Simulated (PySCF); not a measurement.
**[ErF4]−: other functionals and bases at one geometry**

How far do other levels of theory move the description of [ErF4]−, and what does each cost? The species was built from a template and needn't be a known compound.

Method: several levels, as the steps say, no spin–orbit coupling; program: PySCF 2.14.0.

1 further run of the same task is left out (for a known fault of the program).

## (1) Starting geometry

5 atoms, charge -1, spin multiplicity 1.

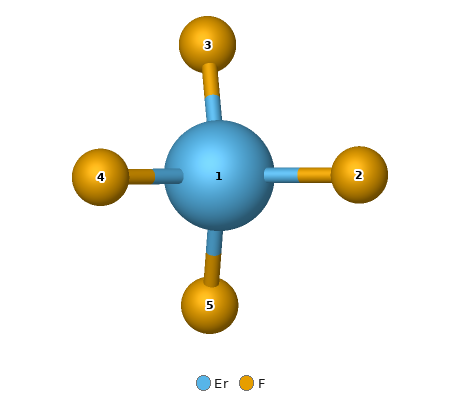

The geometry (erbium blue, fluorine amber); atoms are numbered from 1 in the order of the file.

Coordinates:

| atom | x (Å) | y (Å) | z (Å) |
| --- | --- | --- | --- |
| Er1 | 0.0000 | 0.0000 | 0.0000 |
| F2 | 1.1819 | 1.1819 | 1.1819 |
| F3 | -1.1819 | -1.1819 | 1.1819 |
| F4 | 1.1819 | -1.1819 | -1.1819 |
| F5 | -1.1819 | 1.1819 | -1.1819 |

Formal oxidation states: Er +3. Each metal's 11 4f electrons lie in its core potential, so multiplicities, spins and levels count the valence alone. An earlier session relaxed this geometry at PBE0, Er lcecp-1-SVP with ECP57, F def2-SVP (singlet, point group Td).

At PBE0 on the finer grid: E = -437.335617 Eh, HOMO -5.01 eV, LUMO 3.95 eV, Mulliken charge on Er1 +1.03 e, largest force component 0.002 eV/Å. 

Levels to run: BP86; CAM-B3LYP; PBE0, TZVP. Hardware: 2 threads of Intel Xeon Platinum 8488C (Sapphire Rapids), shared host.

## (2) BP86

run.py (the lines that set the calculation)

```python
mol = gto.M(atom='''
Er     0.00000     0.00000     0.00000
F      1.18187     1.18187     1.18187
F     -1.18187    -1.18187     1.18187
F      1.18187    -1.18187    -1.18187
F     -1.18187     1.18187    -1.18187''',
    basis={'Er': 'lcecp-1-SVP', 'F': 'def2-SVP'},
    ecp={'Er': 'lcecp-1-SVP'},
    charge=-1, spin=0)
mf = dft.RKS(mol, xc='B88,P86')
mf.grids.atom_grid = (75, 302)  # f atoms: unpruned, at least (60, 302)
mf = mf.density_fit()  # fitting sets: Er AutoAux, F def2-universal-JKFIT
mf.conv_tol = 1e-08; mf.max_cycle = 55
mf.kernel(dm0)  # dm0: the density of the relaxed state
```

Command:

```console
$ OMP_NUM_THREADS=2 python run.py
```

## (3) CAM-B3LYP

run.py (the lines that set the calculation), as its differences from that of step 2:

```diff
@@ -9,3 +9,3 @@
     charge=-1, spin=0)
-mf = dft.RKS(mol, xc='B88,P86')
+mf = dft.RKS(mol, xc='CAMB3LYP')
 mf.grids.atom_grid = (75, 302)  # f atoms: unpruned, at least (60, 302)
```

## (4) PBE0, TZVP

Basis: Er lcecp-1-TZVP with ECP57, F def2-TZVP. 

run.py (the lines that set the calculation)

```python
mol = gto.M(atom='''
Er     0.00000     0.00000     0.00000
F      1.18187     1.18187     1.18187
F     -1.18187    -1.18187     1.18187
F      1.18187    -1.18187    -1.18187
F     -1.18187     1.18187    -1.18187''',
    basis={'Er': 'lcecp-1-TZVP', 'F': 'def2-TZVP'},
    ecp={'Er': 'lcecp-1-TZVP'},
    charge=-1, spin=0)
mf = dft.RKS(mol, xc='PBE0')
mf.grids.atom_grid = (75, 302)  # f atoms: unpruned, at least (60, 302)
mf = mf.density_fit()  # fitting sets: Er AutoAux, F def2-universal-JKFIT
mf.conv_tol = 1e-08; mf.max_cycle = 55
mf.kernel(dm0)  # dm0: free metal ions and neutral atoms
```

**Question.** What will these runs give? Wanted: for each run, HOMO; gap; charge on Er1; dipole; largest force.

The runs gave:

| level | state | HOMO (eV) | gap (eV) | charge on Er1 (e) | dipole (D) | largest force (eV/Å) | basis functions | time |
| --- | --- | --- | --- | --- | --- | --- | --- | --- |
| PBE0 (relaxed here) | singlet | -5.01 | 8.96 | 1.03 | 0.00 | 0.00 | 89 | 7.3 s |
| BP86 | singlet | -3.05 | 6.55 | 0.78 | 0.00 | 0.11 | 89 | 3.4 s |
| CAM-B3LYP | singlet | -6.51 | 10.98 | 0.98 | 0.00 | 0.01 | 89 | 3.9 s |
| PBE0, TZVP | singlet | -5.35 | 9.14 | 1.55 | 0.00 | 0.12 | 171 | 8.9 s |

Times are on 2 threads of Intel Xeon Platinum 8488C (Sapphire Rapids), shared host; the first row also made further properties. The dipole of a charged species depends on the origin, so these sizes hold for this origin alone.

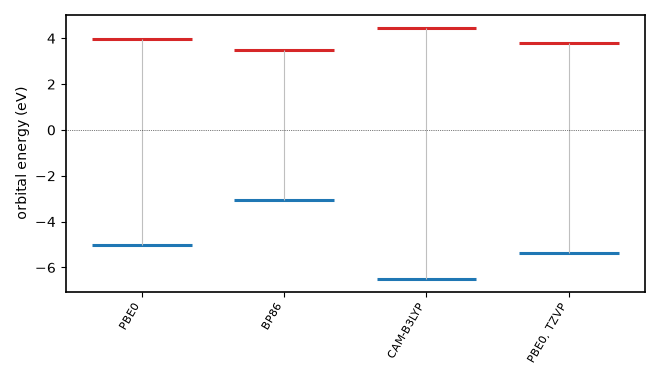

Highest filled and lowest empty level, method by method.

In one basis the HOMO–LUMO gap runs from 6.55 eV (BP86) to 10.98 eV (CAM-B3LYP). The largest leftover force, 0.12 eV/Å with PBE0, TZVP, stands at a geometry relaxed at another level. The Mulliken charge on Er spans +0.78 to +1.55 e over the levels. With 4f in the core, its levels are missing from HOMO and gap. Total energies of different levels can't be compared. Spin–orbit coupling is left out throughout.
